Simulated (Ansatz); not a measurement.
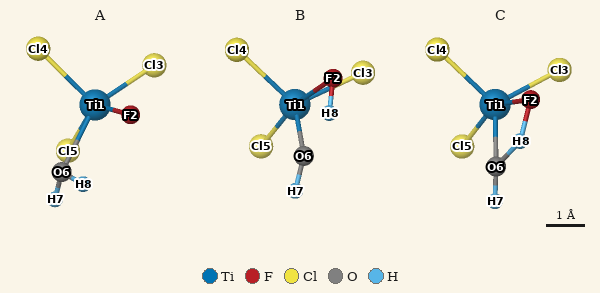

3 geometries from a converged minimum-energy path of TiH$_{2}$OCl$_{3}$F, shuffled. The picture is a ball-and-stick view, seen from a free direction.

All numbers below come from RKS B3LYP-D4/def2-SVP (Ansatz). Run with 7 movable images; climbing image; force threshold 0.05 eV/Å; iteration limit 60; starting path through a guess of the saddle point.

Q: Which frame is the top of the path?

A: C. In order along the path, whose images run from 0 to 8: A (image 2, +9.0 kJ/mol), C (image 6, +86.4 kJ/mol), B (image 8, +63.3 kJ/mol). A hydrogen atom shifts from one atom to another. Breaking: O6–H8 (0.97 → 1.22 at the top → 1.74 Å). Forming: F2–H8 (2.33 → 1.14 at the top → 0.95 Å).
